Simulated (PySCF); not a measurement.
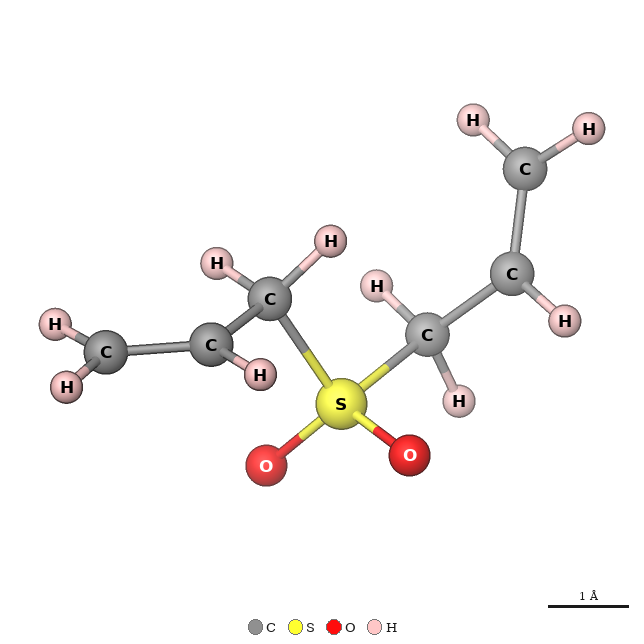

Depth is shown by fading: the farther an atom, the more it takes the colour of the background. The computed structure is the end point of a PBE0-D3(BJ)/def2-SVP optimisation. No frequency run is at hand to confirm it as a minimum. Masses are those of the most abundant isotopes; constants are for the rigid equilibrium geometry.

Q: What kind of rotor is it, and what are its rotational constants in cm⁻¹?

A: An asymmetric top (C1): A = 0.0748, B = 0.0306, C = 0.0263 cm⁻¹. Ray's parameter κ is −0.82, nearer the prolate limit.
